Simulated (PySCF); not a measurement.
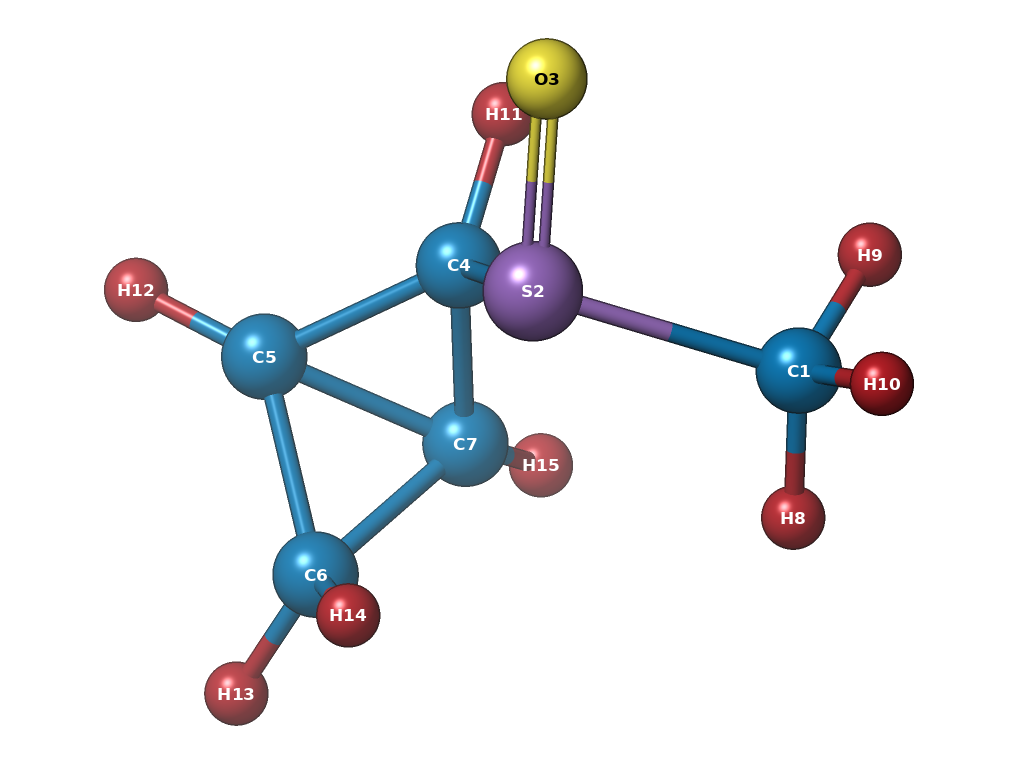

C4 lies behind S2. The molecule seen a little off the S2–C4 bond, S2 in front. Atoms fade into the background with distance from the viewer. Geometry: an end point of a reaction path computed with GFN2-xTB.

### What is the torsion angle O3–S2–C4–C5? The sign is positive where the front bond must turn clockwise to cover the back bond.

−120°, anticlinal.
